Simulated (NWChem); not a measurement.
# One shape, several levels: C2F4 (SMILES FC(F)=C(F)F)

We compute a comparison of 5 runs (wB97X/6-31G*, wB97X/6-31G**, wB97X/STO-3G, wB97X/3-21G, wB97X/6-31G) of C2F4. 

The results are computed with NWChem 7.3.0.

## (1) The structure to begin with

C2F4 has 6 atoms, charge 0, and is taken as a singlet. SMILES: `FC(F)=C(F)F`. The shape is that of a PBE0-D4/def2-TZVP optimisation.

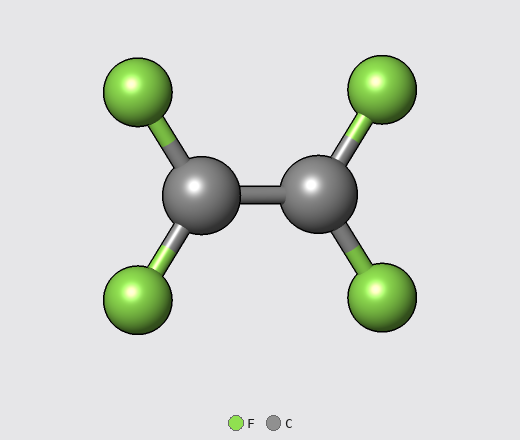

Viewed from a chosen angle; fluorine green, carbon grey.

## (2) NMR shieldings at wB97X/6-31G(d) (spherical functions) (run 1)

Input file c2f4.nw:

```
start c2f4
title "C2F4 nmr"
memory stack 880 mb heap 220 mb global 1100 mb

geometry units angstroms noautosym nocenter noautoz
 F        1.169200      -1.134500      -0.708000
 C        0.202500      -0.640200       0.025700
 F       -0.337500      -1.520600       0.832300
 C       -0.188400       0.618800      -0.041100
 F        0.351500       1.499300      -0.847600
 F       -1.155200       1.113100       0.692600
end

basis spherical bse
 F library 6-31G*
 C library 6-31G*
end

dft
 xc wb97x
 grid fine
 convergence energy 1e-08
 iterations 100
 mulliken
 print low
end

property
 shielding
end

task dft property
```

Run with:

```
$ nwchem c2f4.nw > c2f4.out
```

Log:

```text
[...]
 d= 0,ls=0.0,diis     1   -475.2382693055 -7.21D+02  1.40D-02  1.49D+00     3.9
[...]
 d= 0,ls=0.0,diis     8   -475.3962580825 -1.59D-09  4.72D-07  9.62D-10    29.7
         Total DFT energy =     -475.396258082486
      One electron energy =    -1147.107496657145
           Coulomb energy =      478.809686849055
    Exchange-Corr. energy =      -52.653686750339
 Nuclear repulsion energy =      245.555238475942
[...]
      Total Density - Mulliken Population Analysis
     ---------------------------------------------
    Atom       Charge   Shell Charges
 -----------   ------   -------------------------------------------------------
    1 F    9     9.25   2.00  0.94  3.31  1.02  1.98  0.02
    2 C    6     5.49   2.00  0.65  1.96  0.26  0.50  0.12
    3 F    9     9.25   2.00  0.94  3.31  1.02  1.98  0.02
    4 C    6     5.49   2.00  0.65  1.96  0.26  0.50  0.12
    5 F    9     9.25   2.00  0.94  3.31  1.02  1.98  0.02
    6 F    9     9.25   2.00  0.94  3.31  1.02  1.98  0.02
[...]
           isotropic =     339.4528
[...]
           isotropic =      58.6637
[...]
           isotropic =     339.4428
[...]
           isotropic =      58.6587
[...]
           isotropic =     339.4414
[...]
           isotropic =     339.4323
[...]
```

Run time: 92 s. Hardware: 1 thread of Intel Xeon 6975P-C (Granite Rapids), shared host; peak memory 0.12 GiB.

## (3) NMR shieldings at wB97X/6-31G(d,p) (spherical functions) (run 2)

Changes to c2f4.nw since step 2:

```diff
@@ -1,4 +1,4 @@
 start c2f4
-title "C2F4 nmr"
-memory stack 880 mb heap 220 mb global 1100 mb
+memory total 2200 mb
+charge 0
 
@@ -14,4 +14,3 @@
 basis spherical bse
- F library 6-31G*
- C library 6-31G*
+ * library 6-31G**
 end
@@ -22,3 +21,3 @@
  convergence energy 1e-08
- iterations 100
+ maxiter 100
  mulliken
```

Run with:

```
$ nwchem c2f4.nw > c2f4.out
```

Log:

```text
[...]
 d= 0,ls=0.0,diis     1   -475.2382693055 -7.21D+02  1.40D-02  1.49D+00     3.9
[...]
 d= 0,ls=0.0,diis     8   -475.3962580825 -1.59D-09  4.72D-07  9.62D-10    30.4
         Total DFT energy =     -475.396258082486
      One electron energy =    -1147.107496657145
           Coulomb energy =      478.809686849055
    Exchange-Corr. energy =      -52.653686750339
 Nuclear repulsion energy =      245.555238475942
[...]
      Total Density - Mulliken Population Analysis
     ---------------------------------------------
    Atom       Charge   Shell Charges
 -----------   ------   -------------------------------------------------------
    1 F    9     9.25   2.00  0.94  3.31  1.02  1.98  0.02
    2 C    6     5.49   2.00  0.65  1.96  0.26  0.50  0.12
    3 F    9     9.25   2.00  0.94  3.31  1.02  1.98  0.02
    4 C    6     5.49   2.00  0.65  1.96  0.26  0.50  0.12
    5 F    9     9.25   2.00  0.94  3.31  1.02  1.98  0.02
    6 F    9     9.25   2.00  0.94  3.31  1.02  1.98  0.02
[...]
           isotropic =     339.4528
[...]
           isotropic =      58.6637
[...]
           isotropic =     339.4428
[...]
           isotropic =      58.6587
[...]
           isotropic =     339.4414
[...]
           isotropic =     339.4323
[...]
```

Run time: 91 s. Hardware: 1 thread of Intel Xeon 6975P-C (Granite Rapids), shared host; peak memory 0.11 GiB.

Run 3 isn't shown in full; the table further down has it.

## (4) NMR shieldings at wB97X/3-21G (run 4)

Input file c2f4.nw:

```
start c2f4
title "C2F4 nmr"
memory total 2200 mb

geometry noautosym nocenter noautoz
   F        1.169200      -1.134500      -0.708000
   C        0.202500      -0.640200       0.025700
   F       -0.337500      -1.520600       0.832300
   C       -0.188400       0.618800      -0.041100
   F        0.351500       1.499300      -0.847600
   F       -1.155200       1.113100       0.692600
end

basis spherical bse
   * library 3-21G
end

dft
   xc wb97x
   grid fine
   convergence energy 1e-08
   iterations 100
   mulliken
   noprint "final vectors analysis"
end

property
   shielding
end

task dft property
```

Run with:

```
$ nwchem c2f4.nw > c2f4.out
```

Log:

```text
[...]
          Wavefunction type:  closed shell.
          No. of atoms     :     6
          No. of electrons :    48
[...]
          Charge           :     0
          Spin multiplicity:     1
[...]
          AO basis - number of functions:    54
[...]
              XC Information
              --------------
                       wb97x  Method XC Functional
                     Hartree-Fock (Exact) Exchange  1.000
                         wb97x Exchange Functional  1.000
                      wb97x Correlation Functional  1.000
[...]
 d= 0,ls=0.0,diis     1   -472.6417872606 -7.18D+02  3.41D-02  1.58D+00     1.2
[...]
 d= 0,ls=0.0,diis     8   -472.8213275735 -2.58D-10  2.89D-07  2.69D-10     7.1
         Total DFT energy =     -472.821327573514
      One electron energy =    -1143.435657110550
           Coulomb energy =      477.539350660190
    Exchange-Corr. energy =      -52.480259599097
 Nuclear repulsion energy =      245.555238475942
[...]
      Total Density - Mulliken Population Analysis
     ---------------------------------------------
    Atom       Charge   Shell Charges
 -----------   ------   -------------------------------------------------------
    1 F    9     9.27   1.98  0.45  2.49  1.56  2.79
    2 C    6     5.47   1.98  0.43  1.65  0.54  0.86
    3 F    9     9.27   1.98  0.45  2.49  1.56  2.79
    4 C    6     5.47   1.98  0.43  1.65  0.54  0.86
    5 F    9     9.27   1.98  0.45  2.49  1.56  2.79
    6 F    9     9.27   1.98  0.45  2.49  1.56  2.79
[...]
           isotropic =     350.7315
[...]
           isotropic =      75.6518
[...]
           isotropic =     350.7204
[...]
           isotropic =      75.6473
[...]
           isotropic =     350.7207
[...]
           isotropic =     350.7126
[...]
```

It took 18 s on 1 thread of Intel Xeon 6975P-C (Granite Rapids), shared host; peak memory 0.11 GiB.

## (5) Magnetic shielding at wB97X/6-31G (run 5)

Input file test.nw:

```
start test
title "C2F4"
memory total 2200 mb
geometry units angstrom noautosym nocenter noautoz
  F        1.169200      -1.134500      -0.708000
  C        0.202500      -0.640200       0.025700
  F       -0.337500      -1.520600       0.832300
  C       -0.188400       0.618800      -0.041100
  F        0.351500       1.499300      -0.847600
  F       -1.155200       1.113100       0.692600
end
basis "ao basis" spherical bse
  F library 6-31G
  C library 6-31G
end
dft
  xc wb97x
  grid fine
  convergence energy 1e-08
  iterations 100
  mulliken
  noprint "final vectors analysis"
end
property
  shielding
end
task dft property
```

Run with:

```
$ nwchem test.nw > test.out
```

Log:

```text
[...]
          Wavefunction type:  closed shell.
          No. of atoms     :     6
          No. of electrons :    48
[...]
          Charge           :     0
          Spin multiplicity:     1
[...]
          AO basis - number of functions:    54
[...]
              XC Information
              --------------
                       wb97x  Method XC Functional
                     Hartree-Fock (Exact) Exchange  1.000
                         wb97x Exchange Functional  1.000
                      wb97x Correlation Functional  1.000
[...]
 d= 0,ls=0.0,diis     1   -475.0881147100 -7.21D+02  3.22D-02  1.44D+00     1.1
[...]
 d= 0,ls=0.0,diis     8   -475.2731304922 -3.46D-10  3.49D-07  7.03D-10     7.9
         Total DFT energy =     -475.273130492216
      One electron energy =    -1145.942329706269
           Coulomb energy =      477.741618061480
    Exchange-Corr. energy =      -52.627657323370
 Nuclear repulsion energy =      245.555238475942
[...]
      Total Density - Mulliken Population Analysis
     ---------------------------------------------
    Atom       Charge   Shell Charges
 -----------   ------   -------------------------------------------------------
    1 F    9     9.25   2.00  0.93  3.30  1.06  1.96
    2 C    6     5.50   2.00  0.71  2.05  0.21  0.53
    3 F    9     9.25   2.00  0.93  3.30  1.06  1.96
    4 C    6     5.50   2.00  0.71  2.05  0.21  0.53
    5 F    9     9.25   2.00  0.93  3.30  1.06  1.96
    6 F    9     9.25   2.00  0.93  3.30  1.06  1.96
[...]
           isotropic =     325.9761
[...]
           isotropic =      59.4694
[...]
           isotropic =     325.9629
[...]
           isotropic =      59.4644
[...]
           isotropic =     325.9628
[...]
           isotropic =     325.9523
[...]
```

It took 24 s on 1 thread of Intel Xeon 6975P-C (Granite Rapids), shared host; peak memory 0.11 GiB.

## (6) Overview of the runs

| run | level | energy (Eh) | isotropic shielding of F1 (ppm) | isotropic shielding of C2 (ppm) | wall time |
| --- | --- | --- | --- | --- | --- |
| 1 | wB97X/6-31G* (spherical functions) | -475.396258 | 339.5 | 58.7 | 92 s |
| 2 | wB97X/6-31G** (spherical functions) | -475.396258 | 339.5 | 58.7 | 91 s |
| 3 | wB97X/STO-3G | -468.722919 | 380.0 | 123.6 | 12 s |
| 4 | wB97X/3-21G | -472.821328 | 350.7 | 75.7 | 18 s |
| 5 | wB97X/6-31G | -475.273130 | 326.0 | 59.5 | 24 s |

## (7) What came out

| quantity | value |
| --- | --- |
| run 5: total energy | -475.27313 Eh |
| run 5: dipole moment | 0.00 D |
| run 5: isotropic shielding of F1 | 326.0 ppm |
| run 5: isotropic shielding of C2 | 59.5 ppm |

In run 3 the basis is minimal, so the values are rough. All runs together took 3.9 min, the longest 92 s.
